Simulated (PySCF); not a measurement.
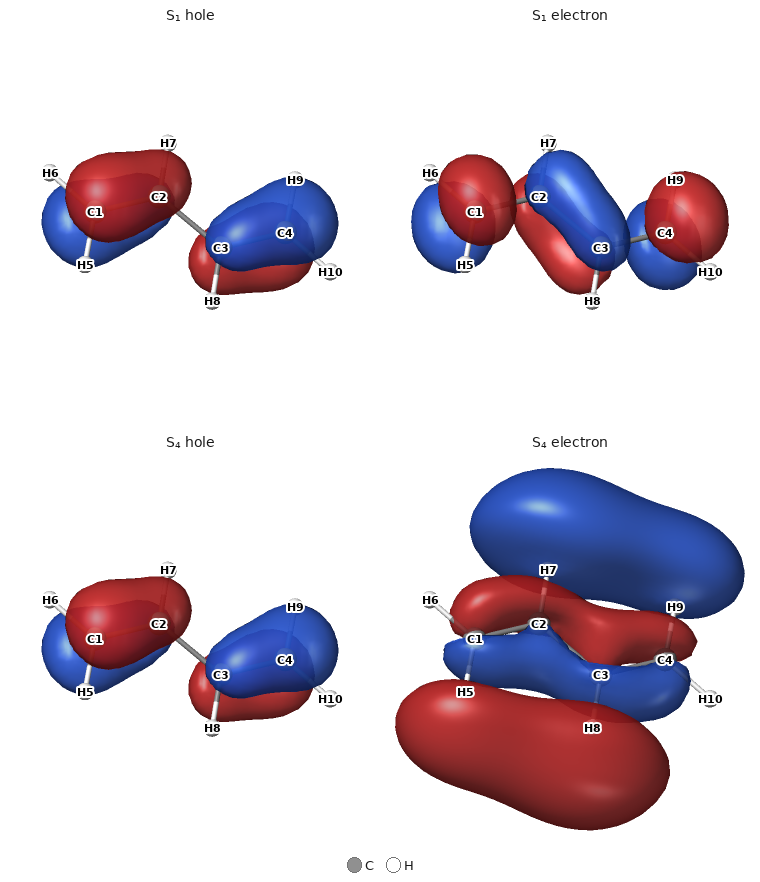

Figure 1: C₄H₆, SMILES `C=CC=C`. Leading natural transition orbitals (TDA singlet states).

Method: B3LYP/def2-SVP; geometry: GFN2-xTB; program: PySCF. No frequency check shows the geometry to be a minimum. Without diffuse functions Rydberg states are missing, so the states' numbers hold for this basis only.

The calculation's input:

```python
import numpy as np
from pyscf import gto, scf, dft, tdscf
from pyscf.scf import atom_ks, atom_hf
from scipy.linalg import block_diag

def solve(mol, dm0=None, hcore=None):
    mf = (dft.UKS if mol.spin else dft.RKS)(mol, xc='b3lyp')
    mf.grids.level = 3
    mf = mf.density_fit(auxbasis='def2-universal-jkfit')
    mf.conv_tol, mf.max_cycle = 1e-8, 80
    if hcore is not None:
        mf.get_hcore = lambda *args: hcore
    mf.kernel(dm0)
    if not mf.converged:
        mf = mf.newton().run(mf.mo_coeff, mf.mo_occ, max_cycle=30)
    assert mf.converged, 'SCF not converged'
    return mf

mol = gto.M(atom='''
C      1.82822     0.10737     0.00000
C      0.60134    -0.40223     0.00000
C     -0.60134     0.40223     0.00000
C     -1.82822    -0.10737     0.00000
H      1.99619     1.17224     0.00000
H      2.70657    -0.51496     0.00000
H      0.45611    -1.47505     0.00000
H     -0.45611     1.47505     0.00000
H     -1.99619    -1.17224     0.00000
H     -2.70657     0.51496     0.00000
''', basis='def2-svp', charge=0, spin=0, verbose=4)
mf = solve(mol)
td = mf.TDA()
td.nstates, td.singlet, td.conv_tol = 5, True, 1e-5
td.kernel()
td.analyze()
x, y = np.array([p[0] for p in td.xy]), np.array([p[1] + 0 * p[0] for p in td.xy])
f, mu = td.oscillator_strength(), td.transition_dipole()
nto = [td.get_nto(state=i + 1, verbose=4) for i in range(len(td.e))]
# spherically averaged free atoms, for the promolecule
atm = atom_ks.get_atm_nrks(mol, xc='b3lyp')
pro = block_diag(*[(atm[a[0]][2] * atm[a[0]][3]) @ atm[a[0]][2].T for a in mol._atom])
np.savez('result.npz', e=td.e, f=f, ok=td.converged, w=[n[0] for n in nto], nto=[n[1] for n in nto], x=x, y=y, c=mf.mo_coeff, occ=mf.mo_occ, eps=mf.mo_energy, pro=pro, mu=mu)
```

Launched as:

```sh
OMP_NUM_THREADS=1 python input.py
```

The run took 36 s on 1 thread of Intel(R) Xeon(R) 6975P-C (Granite Rapids), with other jobs on the host, peak memory 0.52 GiB.

### Describe these excited states.

By state:
- S₁: 6.62 eV (187 nm), f = 1.043 (bright), π → π*; the leading pair carries 93 %; hole on C1 and C4 (27 % each) and C2 and C3 (16 % each), electron on C1 and C4 (25 % each) and C2 and C3 (16 % each); their centroids lie 0.0 Å apart.
- S₄: 7.54 eV (165 nm), f = 0.000 (dark), partly diffuse acceptor orbital, which a basis without diffuse functions describes poorly; the leading pair carries 97 %; hole on C1 and C4 (28 % each) and C2 and C3 (16 % each), electron on H7 and H8 (19 % each), H5 and H9 (11 % each) and C2 and C3 (10 % each) (atom shares of so diffuse an orbital are rough); their centroids lie 0.0 Å apart.
